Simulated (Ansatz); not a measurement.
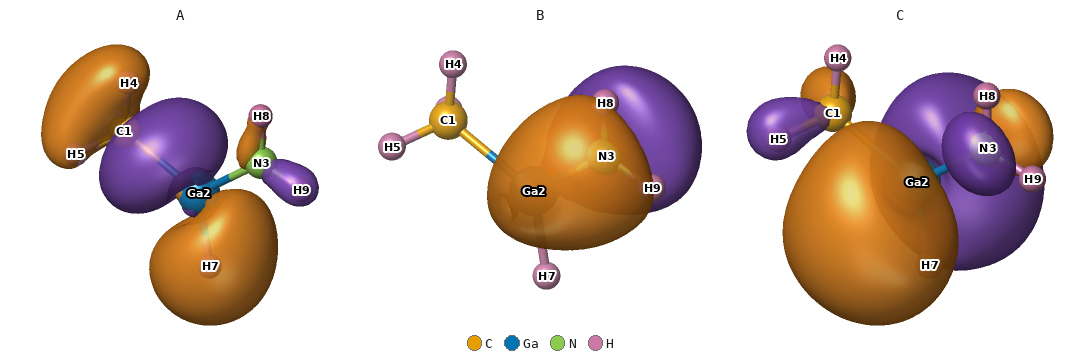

*CH6GaN (SMILES [CH3][GaH][NH2]). Three frontier orbitals at ±0.08 Å⁻³ᐟ² (orange and purple are the two phases), in no order.*

Geometry: B3LYP-D3(BJ)/def2-SVP.

Theory: isolated molecule in a Gaussian basis; Kohn-Sham density functional theory, functional PBE0 in Ansatz.

```xyz
9

C    -1.6825   -1.4705   -0.1340
Ga    0.0878   -1.3727   -1.0051
N     0.6261    0.2345   -1.6799
H    -2.1955   -0.4968   -0.1424
H    -1.5773   -1.8014    0.9120
H    -2.3222   -2.2072   -0.6467
H     1.1047   -2.5555   -1.1841
H     0.0770    1.0872   -1.6387
H     1.5137    0.3908   -2.1463
```

Question: Which picture is the HOMO−1, the HOMO and the LUMO?

Answer: A is the HOMO−1 (−7.97 eV). By Hirshfeld shares it lies mainly on C1 (about 35 %), Ga2 (about 30 %) and H7 (about 20 %). B is the HOMO (−7.21 eV). Its weight (Hirshfeld) is mainly on N3 (about 70 %) and Ga2 (about 15 %); largely a lone pair of N3. C is the LUMO (−0.35 eV). By Hirshfeld shares it lies mainly on Ga2 (about 70 %), N3 (about 10 %) and H7 (about 5 %).

Question: What is the HOMO–LUMO gap?

Answer: 6.86 eV between the orbital energies.
